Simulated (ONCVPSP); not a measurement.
Run report: Tb, pseudopotential generation

System: terbium (Tb, Z = 65), core [Kr] 4d10, reference valence 4f9 5s2 5p6 6s2, valence charge 19.
Method: ONCV potential, PBE, scalar-relativistic, made with ONCVPSP 4.0.1.

### Input file
```
# ATOM AND REFERENCE CONFIGURATION
# atsym  z   nc   nv     iexc    psfile
  Tb 65.00    9    4        4      upf
#
#   n    l    f
    1    0    2.00
    2    0    2.00
    2    1    6.00
    3    0    2.00
    3    1    6.00
    3    2   10.00
    4    0    2.00
    4    1    6.00
    4    2   10.00
    4    3    9.00
    5    0    2.00
    5    1    6.00
    6    0    2.00
#
# PSEUDOPOTENTIAL AND OPTIMIZATION
# lmax
    3
#
#   l,   rc,      ep,       ncon, nbas, qcut
    0    1.75    0.00    4    8    5.90
    1    1.70    0.00    4    8    5.10
    2    1.55    0.14    4    9    5.50
    3    0.90    0.00    4    8   20.90
#
# LOCAL POTENTIAL
# lloc, lpopt,  rc(5),   dvloc0
    3    5    0.90    0.00
#
# VANDERBILT-KLEINMAN-BYLANDER PROJECTORs
# l, nproj, debl
    0    2    2.40
    1    2    1.80
    2    3    1.60
    3    0    1.40
#
# MODEL CORE CHARGE
# icmod, fcfact, rcfact
    3    4.00    1.25
#
# LOG DERIVATIVE ANALYSIS
# epsh1, epsh2, depsh
   -3.00    5.00    0.02
#
# OUTPUT GRID
# rlmax, drl
    6.00    0.01
#
# TEST CONFIGURATIONS
# ncnf
    4
# nvcnf
#   n    l    f
    4
    4    3    9.00
    5    0    2.00
    5    1    6.00
    6    0    1.00
#
    4
    4    3    9.00
    5    0    2.00
    5    1    6.00
    6    0    0.00
#
    4
    4    3    8.00
    5    0    2.00
    5    1    6.00
    6    0    0.00
#
    5
    4    3    8.00
    5    0    2.00
    5    1    6.00
    6    0    1.00
    5    2    1.00
#
```

Hardware: 1 CPU thread, shared host.

Command:
```bash
oncvpsp.x < Tb.dat > Tb.out
```

### Output (extracts)
```
ONCVPSP  (Optimized Norm-Conservinng Vanderbilt PSeudopotential)
scalar-relativistic version 4.0.1

ONCVPSP  (Optimized Norm-Conservinng Vanderbilt PSeudopotential)
scalar-relativistic version 4.0.1 03/01/2019

While it is not required under the terms of the GNU GPL, it is
suggested that you cite D. R. Hamann, Phys. Rev. B 88, 085117 (2013)
in any publication utilizing these pseudopotentials.

sratom123: lschfb convergence ERROR n,l,iter=   4   3   4
```

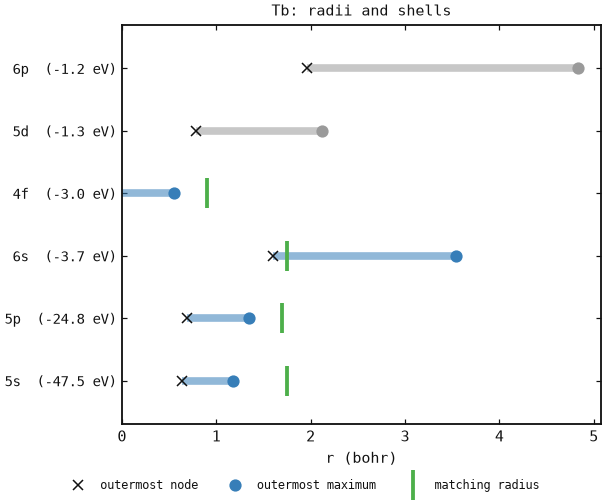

*Outer shells of the all-electron reference atom: each bar runs from the outermost node (or the nucleus) to the outermost maximum of u(r); the tick is the radius chosen for the pseudo-wave. Shells without a tick have no pseudo-wave of their own. Levels, nodes and maxima are from ld1.x, scalar-relativistic.*

- Radii against the shells: 5s: 1.75 bohr, outside the maximum; 5p: 1.70 bohr, outside the maximum; 6s: 1.75 bohr, between node and maximum; 4f: 0.90 bohr, outside the maximum.

### What the run reported

| quantity | value |
| --- | --- |
| outcome | refused by the program |

### What went wrong

The generator stopped with the message “sratom123: lschfb convergence ERROR n,l,iter= 4 3 4”. In words: the all-electron bound-state solver failed for one shell.
